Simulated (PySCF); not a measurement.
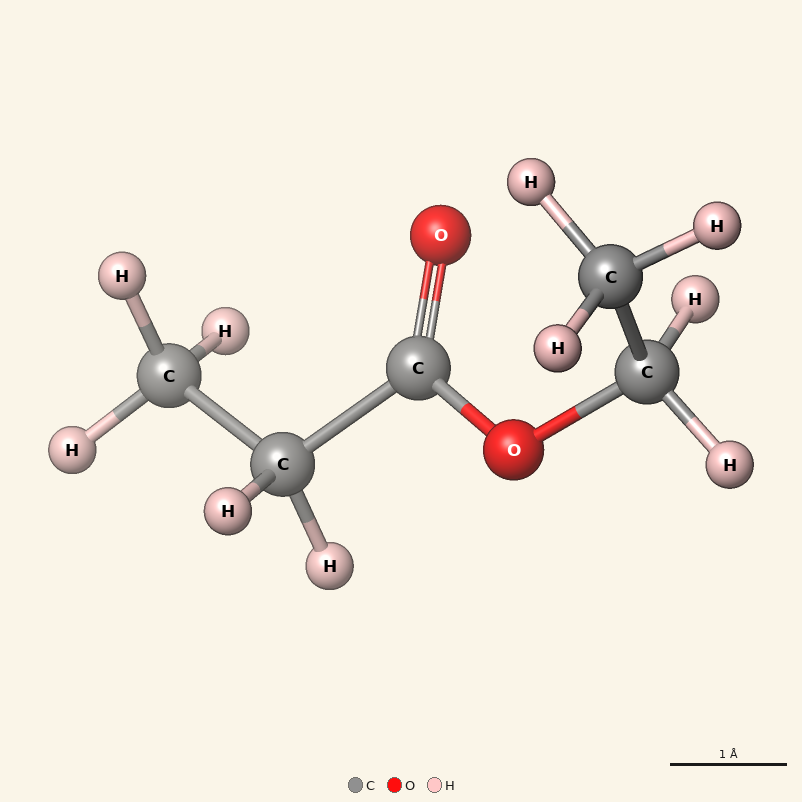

Atoms fade into the background with distance from the viewer. The geometry was computed by an optimisation with PBE0-D3(BJ)/def2-SVP. No frequency run is at hand to confirm it as a minimum. Masses are those of the most abundant isotopes; constants are for the rigid equilibrium geometry.

### What kind of rotor is it, and what are its rotational constants in cm⁻¹?

An asymmetric top (C1): A = 0.224, B = 0.0468, C = 0.0434 cm⁻¹. Ray's parameter κ is −0.96, close to the prolate limit.
